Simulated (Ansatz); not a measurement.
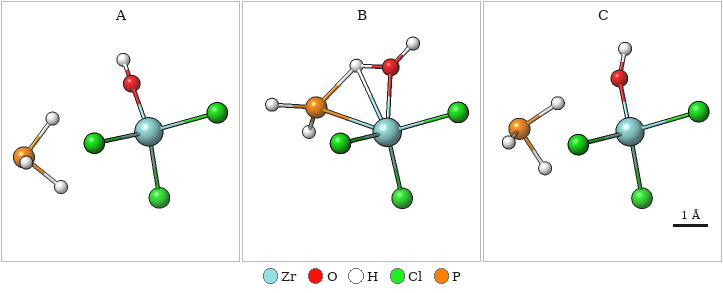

3 geometries from a converged minimum-energy path of ZrPH4OCl3, made up at the start of ZrHOCl$_{3}$ and PH3, shuffled. The picture is a ball-and-stick view, seen at a tilt.

Level of theory: RKS BLYP-D4/def2-SVP (Ansatz). Settings: 5 movable images; climbing image; force threshold 0.05 eV/Å; iteration limit 60; starting path through a guess of the saddle point.

Q: Which frame is the top of the path?

A: B. In order along the path, whose images run from 0 to 6: A (image 0, 0.0 kJ/mol), C (image 1, +13.7 kJ/mol), B (image 3, +122.1 kJ/mol). Breaking: H–P (1.44 → 2.79 Å). Forming: H–O (2.75 → 0.98 Å), P–Zr (4.35 → 2.65 Å).

Limits of the set-up: the start holds two separate molecules, 2.7 Å apart at their closest, whose relative position is a soft coordinate.
